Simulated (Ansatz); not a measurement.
## Fields on a plane of BaZrO3 (cubic perovskite)

```xyz
5
Lattice="4.1806 0.0000 0.0000 0.0000 4.1806 0.0000 0.0000 0.0000 4.1806" Properties=species:S:1:pos:R:3 pbc="T T T"
Ba     0.0000     0.0000     0.0000
Zr     2.0903     2.0903     2.0903
O      0.0000     2.0903     2.0903
O      2.0903     2.0903     0.0000
O      2.0903     0.0000     2.0903
```

The slice is a {110} plane (indices of the conventional cell) through the point (0.000, 0.000, 0.000) (fractional), spanned by u = [100] and v = [011] in vectors of this cell: u (4.18 Å) and v (5.91 Å, at 90° to u). It covers one period; positions are fractions (u, v).

Atoms on it: Ba at (0.00, 0.00); Zr at (0.50, 0.50); O at (0.00, 0.50).

The numbers are results of PBEsol (plane waves to 420 eV, PAW, scalar-relativistic; Ansatz, a program for electronic structure), not measurements. k mesh 8×8×8. Inside the PAW spheres the values are not all-electron values, and peaks at nuclei hang on which shells count as valence. BaZrO3 is run without spin polarisation. BaZrO3 was relaxed with its symmetry unable to fall.

```
|x2997100017992|
|79994000004999|
|99951000001599|
|76410000000146|
|00000000000000|
|22100000000012|
|87510145410157|
|99831799971389|
|x893397x793398|
|xx9449xxx9449x|
|x893397x793398|
|99831799971389|
|87510145410157|
|22100000000012|
|00000000000000|
|76410000000146|
|99951000001599|
|79994000004999|
|x2997100017992|
|xx89810001898x|
```
Scale: ten equal steps from 0.01 (start of '0') to 0.88 (end of '9'), in the order '0123456789'. Values: electron localisation function (ELF). The map has 14 points along u (one character each, u = 0 at the left) and 20 along v (v = 0 in the bottom row). Points within 0.4 Å of a nucleus are blanked (x), as the pseudised field means little there.

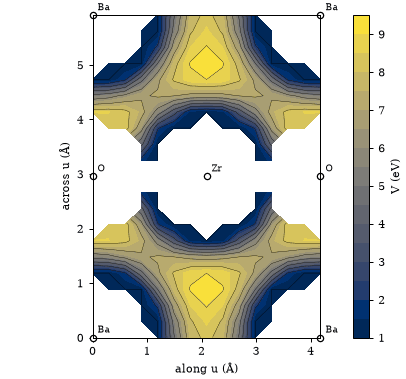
Figure: Electrostatic potential energy of an electron, from the cell's mean, in eV, one period of the plane, atoms marked. Points within 0.9 Å of a nucleus are left white, as the pseudised field means little there. Values under 1 eV are set to 1. The zero, the cell's mean, hangs on the PAW cores.

Density on the Zr–O line (2.09 Å) at its density minimum, 1.1 Å from Zr: 0.71 e/Å³
ELF at that point: 0.3
